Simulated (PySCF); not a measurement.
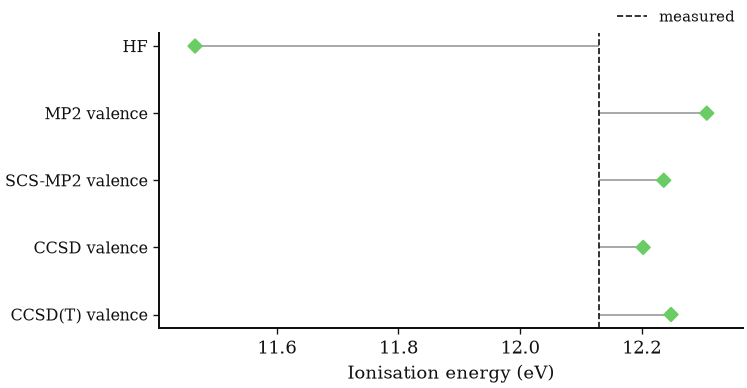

The ionisation energy of neutral xenon ([Xe] → [Kr] 4d¹⁰ 5s² 5p⁵) across levels of theory. PySCF, aug-cc-pVTZ-PP with a 28-electron core potential, unrestricted single determinants, no spin-orbit coupling. Methods marked “valence” freeze 18 core electrons.

How do the methods compare?

Answer. The values run from 11.465 eV (HF) to 12.307 eV (MP2 valence). The measured value is 12.130 eV; nearest to it come CCSD valence (+0.073) and SCS-MP2 valence (+0.106), furthest HF (−0.664 eV).

```csv
Method,Ionisation energy (eV)
HF,11.465
MP2 valence,12.307
SCS-MP2 valence,12.236
CCSD valence,12.202
CCSD(T) valence,12.248
```

Limits of the model: spin-orbit shift not estimated.
